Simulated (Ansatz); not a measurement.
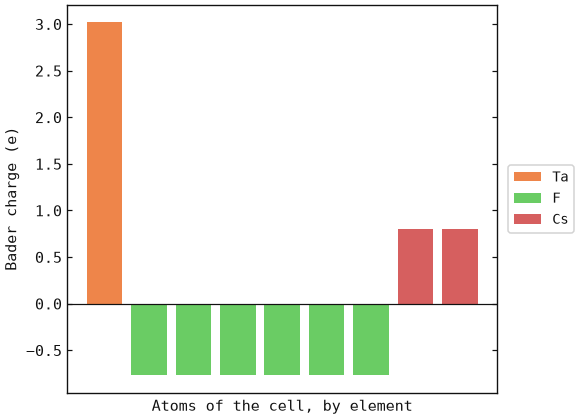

Bader charges of the atoms (positive: electrons lost).

The material is Cs₂TaF₆, space group Fm-3m (No. 225), 9 atoms in the cell, a structure borrowed from another compound.

Level of theory: DFT with PBE, PAW plane waves, no spin polarisation, 7×7×7 k mesh, 420 eV cutoff, Fermi-Dirac smearing of 0.1 eV; code Ansatz.

> What are the charges by element?

The Bader charges are Ta +3.02 e, Cs +0.80 e and F −0.77 e. Summed over the cell, Ta gives up most (3.0 e) and F takes most (4.6 e).

The structure was built from a prototype or by substitution, so it need not be a known phase. The atoms aren't at rest in this cell (largest force 8.1 eV/Å), so the relaxed material can differ. The cell is at 26 GPa in this functional. Spin-orbit coupling is left out, which matters for Ta.
